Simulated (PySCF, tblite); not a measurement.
# C₄H₁₃BS: a rotation path, then NMR shifts on frames, part 2 of 2

tblite 0.8.0 and PySCF 2.14.0. Atoms count from 0. The steps go on from the part before.

**5. NMR shieldings: image 5, PBE0/pcSseg-1**

Job settings and geometry (Å):

```
{"job": {"kind": "nmr", "xc": "PBE0", "basis": "pcSseg-1", "pop": false}, "charge": 0, "multiplicity": 1}
C     -2.706200    -0.487300    -0.148300
B     -1.517200     0.476700    -0.661900
S     -0.063000     0.386100     0.730600
C      0.442600    -1.355200     0.582800
C      1.295200     1.313500    -0.119700
C      2.360200     0.466700    -0.782600
H     -3.027100    -0.241000     0.864600
H     -3.577900    -0.373400    -0.789100
H     -2.448400    -1.546500    -0.160400
H     -0.960400     0.120200    -1.652900
H     -1.790000     1.634600    -0.644100
H      1.384000    -1.510700     1.098900
H      0.506400    -1.642400    -0.460900
H     -0.339300    -1.926000     1.071300
H      1.732300     1.948700     0.650600
H      0.791000     1.938200    -0.855600
H      1.935500    -0.146300    -1.573400
H      3.102700     1.127000    -1.227900
H      2.869600    -0.173700    -0.067700
```

With the program's defaults for keys left out, this is: GIAO PBE0/pcSseg-1 NMR shielding, non-relativistic, gas phase.

Output:

```text
coarse grid: 15120 points
cycle   1  E = -582.7454160226  dE =  2.691e-01  |g| = 5.005e-01  |ddm| = 3.605e+00
cycle   2  E = -582.7274646023  dE =  1.795e-02  |g| = 5.710e-01  |ddm| = 1.112e+00
cycle   3  E = -582.8210740518  dE = -9.361e-02  |g| = 3.915e-02  |ddm| = 5.984e-01
cycle   4  E = -582.8214130902  dE = -3.390e-04  |g| = 1.713e-02  |ddm| = 6.256e-02
cycle   5  E = -582.8214869091  dE = -7.382e-05  |g| = 5.944e-03  |ddm| = 2.268e-02
cycle   6  E = -582.8214958762  dE = -8.967e-06  |g| = 1.244e-03  |ddm| = 6.244e-03
final grid: 137624 points
cycle   7  E = -582.8601891878  dE = -5.673e-05  |g| = 1.096e-02  |ddm| = 3.530e-02
cycle   8  E = -582.8601746338  dE =  1.455e-05  |g| = 1.342e-02  |ddm| = 1.913e-02
cycle   9  E = -582.8602196449  dE = -4.501e-05  |g| = 6.484e-04  |ddm| = 1.094e-02
cycle  10  E = -582.8602197571  dE = -1.122e-07  |g| = 2.070e-04  |ddm| = 1.025e-03
cycle  11  E = -582.8602197674  dE = -1.034e-08  |g| = 7.380e-05  |ddm| = 2.745e-04
cycle  12  E = -582.8602197689  dE = -1.434e-09  |g| = 1.345e-05  |ddm| = 8.959e-05
cycle  13  E = -582.8602197689  dE = -4.388e-11  |g| = 3.906e-06  |ddm| = 1.756e-05
converged SCF energy = -582.8602197689

GIAO shielding tensors (ppm)
atom      isotropic    diamagn.    paramagn.     s11        s22        s33       span
  0 C      187.797     249.542     -61.745    180.926    190.260    192.207     11.281
  1 B      112.256     189.947     -77.691     85.871    112.451    138.447     52.576
  2 S      508.866    1059.452    -550.586    376.054    503.012    647.533    271.479
  3 C      165.798     254.803     -89.005    149.119    162.797    185.478     36.359
  4 C      150.447     253.201    -102.754    124.738    144.792    181.811     57.073
  5 C      176.852     248.016     -71.164    169.199    177.099    184.259     15.060
  6 H       31.885      30.995       0.890     27.547     30.088     38.020     10.473
  7 H       31.427      29.105       2.322     27.121     27.696     39.464     12.343
  8 H       31.946      31.929       0.016     27.115     31.931     36.791      9.676
  9 H       29.380      32.174      -2.793     24.767     29.912     33.462      8.695
 10 H       29.067      31.965      -2.898     25.163     28.745     33.292      8.129
 11 H       29.750      31.920      -2.170     24.731     27.138     37.382     12.651
 12 H       29.930      32.794      -2.864     26.333     27.859     35.597      9.264
 13 H       29.585      31.806      -2.221     24.087     27.985     36.683     12.597
 14 H       28.901      31.310      -2.410     22.801     27.790     36.111     13.310
 15 H       29.099      32.112      -3.013     23.561     28.929     34.807     11.246
 16 H       30.380      30.778      -0.397     25.490     29.976     35.674     10.184
 17 H       30.384      27.204       3.180     25.343     27.095     38.714     13.371
 18 H       30.804      30.400       0.404     25.733     29.893     36.787     11.054
```

Wall time 20 s (1 thread of Arm Neoverse V1, shared host); peak memory 0.81 GiB.

Key values: δ C4 36.5, C3 21.1, C5 10.1, C0 -0.9, H14 2.82, H10 2.65 ppm.

**6. Nuclear shieldings: image 6, PBE0/pcSseg-1**

Job settings and geometry (Å):

```
{"job": {"kind": "nmr", "xc": "PBE0", "basis": "pcSseg-1", "pop": false}, "charge": 0, "multiplicity": 1}
C     -2.659800    -0.509000    -0.230400
B     -1.453000     0.452100    -0.707400
S     -0.088600     0.419300     0.767600
C      0.461000    -1.314200     0.734400
C      1.330900     1.307600    -0.012100
C      2.205700     0.472100    -0.921800
H     -3.045900    -0.232600     0.751400
H     -3.490100    -0.429000    -0.928500
H     -2.388500    -1.564300    -0.189200
H     -0.850400     0.071200    -1.661100
H     -1.737000     1.607100    -0.738000
H      1.386400    -1.412400     1.292700
H      0.574500    -1.649200    -0.290900
H     -0.322000    -1.885100     1.220800
H      1.910100     1.732600     0.807700
H      0.860100     2.113400    -0.573600
H      1.619600     0.049900    -1.734300
H      2.976100     1.110100    -1.351600
H      2.701100    -0.330200    -0.381300
```

Method: GIAO PBE0/pcSseg-1 NMR shielding, non-relativistic, gas phase.

Output:

```text
coarse grid: 15120 points
cycle   1  E = -582.7459271407  dE =  2.751e-01  |g| = 5.027e-01  |ddm| = 3.597e+00
cycle   2  E = -582.7272453077  dE =  1.868e-02  |g| = 5.751e-01  |ddm| = 1.124e+00
cycle   3  E = -582.8221773127  dE = -9.493e-02  |g| = 3.910e-02  |ddm| = 6.051e-01
cycle   4  E = -582.8225177597  dE = -3.404e-04  |g| = 1.676e-02  |ddm| = 6.241e-02
cycle   5  E = -582.8225878478  dE = -7.009e-05  |g| = 5.951e-03  |ddm| = 2.254e-02
cycle   6  E = -582.8225968279  dE = -8.980e-06  |g| = 1.231e-03  |ddm| = 6.335e-03
final grid: 137624 points
cycle   7  E = -582.8620192099  dE = -6.462e-05  |g| = 1.132e-02  |ddm| = 3.814e-02
cycle   8  E = -582.8620043042  dE =  1.491e-05  |g| = 1.378e-02  |ddm| = 1.964e-02
cycle   9  E = -582.8620518738  dE = -4.757e-05  |g| = 7.134e-04  |ddm| = 1.131e-02
cycle  10  E = -582.8620520102  dE = -1.364e-07  |g| = 2.236e-04  |ddm| = 1.152e-03
cycle  11  E = -582.8620520222  dE = -1.194e-08  |g| = 8.427e-05  |ddm| = 2.998e-04
cycle  12  E = -582.8620520240  dE = -1.874e-09  |g| = 1.369e-05  |ddm| = 1.012e-04
cycle  13  E = -582.8620520241  dE = -4.661e-11  |g| = 4.117e-06  |ddm| = 1.861e-05
converged SCF energy = -582.8620520241

GIAO shielding tensors (ppm)
atom      isotropic    diamagn.    paramagn.     s11        s22        s33       span
  0 C      188.428     249.562     -61.134    182.688    190.251    192.347      9.658
  1 B      115.297     189.976     -74.679     91.670    114.058    140.162     48.493
  2 S      504.181    1059.352    -555.171    386.015    487.753    638.775    252.760
  3 C      165.780     254.683     -88.903    149.461    163.988    183.890     34.428
  4 C      150.732     253.267    -102.536    128.426    145.016    178.753     50.328
  5 C      177.343     248.560     -71.217    171.112    176.531    184.388     13.276
  6 H       31.860      30.974       0.887     27.467     30.049     38.065     10.599
  7 H       31.413      29.139       2.274     27.099     27.659     39.481     12.382
  8 H       32.005      31.949       0.057     27.152     31.892     36.973      9.821
  9 H       29.350      32.124      -2.773     24.561     30.184     33.306      8.745
 10 H       29.265      31.926      -2.661     25.318     28.868     33.608      8.290
 11 H       29.864      31.741      -1.877     25.006     26.847     37.739     12.733
 12 H       29.926      32.753      -2.828     26.260     28.208     35.309      9.048
 13 H       29.582      31.661      -2.079     24.173     27.806     36.767     12.594
 14 H       28.954      31.236      -2.282     22.614     27.921     36.327     13.713
 15 H       29.198      32.037      -2.840     23.986     28.169     35.438     11.451
 16 H       30.128      30.702      -0.573     24.942     30.003     35.440     10.499
 17 H       30.444      27.524       2.920     25.472     27.156     38.703     13.232
 18 H       30.822      30.676       0.146     25.566     30.439     36.463     10.897
```

Wall time 20 s (1 thread of Arm Neoverse V1, shared host); peak memory 0.82 GiB.

In short: δ C4 36.2, C3 21.1, C5 9.6, C0 -1.5, H14 2.76, H15 2.52 ppm.

**7. Nuclear shieldings: image 8, PBE0/pcSseg-1**

Job settings and geometry (Å):

```
{"job": {"kind": "nmr", "xc": "PBE0", "basis": "pcSseg-1", "pop": false}, "charge": 0, "multiplicity": 1}
C     -2.707600    -0.413200    -0.286100
B     -1.326900     0.197900    -0.857300
S     -0.117600     0.342600     0.754300
C      0.543500    -1.344800     0.902200
C      1.374200     1.240400     0.162400
C      2.002200     0.691700    -1.101300
H     -3.136800     0.196800     0.508300
H     -3.448700    -0.463400    -1.081900
H     -2.599500    -1.425900     0.104100
H     -0.740800    -0.520000    -1.603600
H     -1.399800     1.330000    -1.212300
H      1.458100    -1.322300     1.486100
H      0.712300    -1.762600    -0.084800
H     -0.210800    -1.927100     1.421000
H      2.080200     1.238800     0.993300
H      1.016800     2.257300     0.003900
H      1.261800     0.626500    -1.893500
H      2.797300     1.359900    -1.425600
H      2.432200    -0.293100    -0.935000
```

Method: GIAO PBE0/pcSseg-1 NMR shielding, non-relativistic, gas phase.

Output:

```text
coarse grid: 15120 points
cycle   1  E = -582.7493241290  dE =  2.705e-01  |g| = 5.028e-01  |ddm| = 3.585e+00
cycle   2  E = -582.7308397436  dE =  1.848e-02  |g| = 5.749e-01  |ddm| = 1.129e+00
cycle   3  E = -582.8254384573  dE = -9.460e-02  |g| = 3.809e-02  |ddm| = 6.071e-01
cycle   4  E = -582.8257485397  dE = -3.101e-04  |g| = 1.727e-02  |ddm| = 5.722e-02
cycle   5  E = -582.8258208609  dE = -7.232e-05  |g| = 6.128e-03  |ddm| = 2.221e-02
cycle   6  E = -582.8258303772  dE = -9.516e-06  |g| = 1.209e-03  |ddm| = 6.674e-03
final grid: 137624 points
cycle   7  E = -582.8635863651  dE = -4.451e-05  |g| = 1.079e-02  |ddm| = 3.389e-02
cycle   8  E = -582.8635726108  dE =  1.375e-05  |g| = 1.316e-02  |ddm| = 1.906e-02
cycle   9  E = -582.8636159665  dE = -4.336e-05  |g| = 6.374e-04  |ddm| = 1.073e-02
cycle  10  E = -582.8636160753  dE = -1.088e-07  |g| = 2.015e-04  |ddm| = 9.579e-04
cycle  11  E = -582.8636160853  dE = -1.002e-08  |g| = 6.366e-05  |ddm| = 2.691e-04
cycle  12  E = -582.8636160864  dE = -1.065e-09  |g| = 1.329e-05  |ddm| = 8.400e-05
cycle  13  E = -582.8636160864  dE = -4.411e-11  |g| = 3.505e-06  |ddm| = 1.812e-05
converged SCF energy = -582.8636160864

GIAO shielding tensors (ppm)
atom      isotropic    diamagn.    paramagn.     s11        s22        s33       span
  0 C      188.154     248.995     -60.840    183.003    188.928    192.532      9.529
  1 B      114.500     189.661     -75.162     97.198    106.725    139.575     42.378
  2 S      492.623    1059.457    -566.834    397.945    464.080    615.845    217.900
  3 C      162.183     254.358     -92.174    139.084    158.792    188.672     49.588
  4 C      147.549     252.886    -105.337    132.032    138.547    172.069     40.037
  5 C      178.155     248.793     -70.638    170.533    177.738    186.194     15.661
  6 H       31.723      30.849       0.874     27.224     29.945     38.000     10.776
  7 H       31.374      29.056       2.318     27.026     27.729     39.367     12.342
  8 H       31.967      31.621       0.346     27.177     31.552     37.172      9.995
  9 H       29.309      32.316      -3.006     24.653     30.371     32.904      8.251
 10 H       29.211      31.928      -2.717     25.241     28.871     33.520      8.279
 11 H       29.981      31.512      -1.531     25.184     26.883     37.875     12.691
 12 H       29.510      32.405      -2.895     25.765     27.941     34.825      9.060
 13 H       29.316      31.299      -1.983     24.223     27.103     36.621     12.398
 14 H       29.235      31.694      -2.459     23.313     28.274     36.119     12.806
 15 H       29.203      31.827      -2.624     23.824     27.681     36.105     12.281
 16 H       29.617      30.403      -0.786     23.713     30.260     34.878     11.165
 17 H       30.606      27.896       2.710     25.698     27.358     38.761     13.062
 18 H       30.728      30.883      -0.155     25.575     30.501     36.109     10.534
```

Run time: 20 s. Hardware: 1 thread of Arm Neoverse V1, shared host; peak memory 0.82 GiB.

In short: δ C4 39.4, C3 24.7, C5 8.8, C0 -1.2, H15 2.51, H10 2.51 ppm.

**8. Run by run: NMR shifts**

Shifts (ppm) of some atoms, chosen among heavy atoms and hydrogens apart, with basis size and wall time:

| frame | C4 | C3 | C5 | H12 | H16 | B1 | S2 | functions | time |
| --- | --- | --- | --- | --- | --- | --- | --- | --- | --- |
| image 0 | 44.8 | 26.4 | 14.4 | 1.63 | 1.25 | -11.2 | 22 | 174 | 19 s |
| image 2 | 40.8 | 23.0 | 13.1 | 1.57 | 1.23 | -9.9 | 11 | 174 | 19 s |
| image 5 | 36.5 | 21.1 | 10.1 | 1.79 | 1.34 | -12.2 | -5 | 174 | 20 s |
| image 6 | 36.2 | 21.1 | 9.6 | 1.79 | 1.59 | -15.2 | 0 | 174 | 20 s |
| image 8 | 39.4 | 24.7 | 8.8 | 2.21 | 2.10 | -14.4 | 11 | 174 | 20 s |

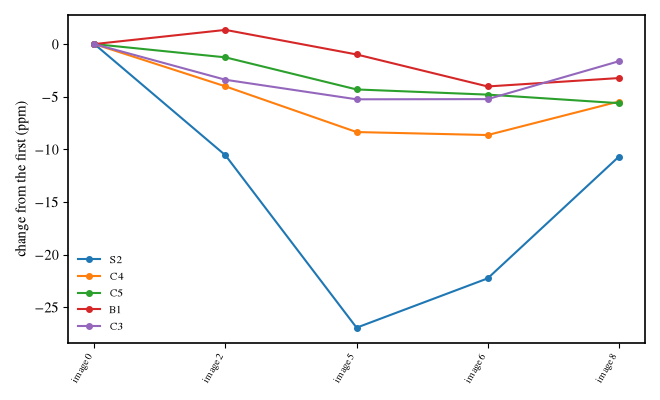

How five of the tabulated atoms move from run to run.

**9. What came out**

The summary covers parts 1 to 2.

| quantity | value |
| --- | --- |
| barrier | 0.107 eV (2.5 kcal/mol) at image 5 |
| end to end (GFN2-xTB) | 0.034 eV |
| 13C shifts against TMS (PBE0/pcSseg-1, image 0) | 44.8, 26.4, 14.4, -1.3 ppm |
| 1H shifts against TMS (PBE0/pcSseg-1, image 0) | 2.76, 2.69, 2.32, 2.26, 2.20, 2.18, 1.63, 1.42, 1.25, 1.18, 0.30, -0.13, -0.15 ppm |
| 11B shifts against BF3·OEt2 (PBE0/pcSseg-1, image 0) | -11.2 ppm |
| 33S shifts against CS2 (PBE0/pcSseg-1, image 0) | 22 ppm |
| range of the shift of S2 | -5 to 22 ppm |

In words: Along the band the dihedral turns by 133°, and the top (dihedral 260°) lies 2.5 kcal/mol above the start (GFN2-xTB, rough), so at room temperature this motion is fast. Ends this close can change order at a higher level. The top was not checked by a frequency run. Shifts at one fixed geometry are not the observed spectrum, which averages over the motion. In the first frame run (image 0): The widest tensor belongs to S2: span 223 ppm, with a paramagnetic part of -578 ppm. Across the 5 runs the shift of S2 moves most, between -5 (image 5) and 22 ppm (image 0).
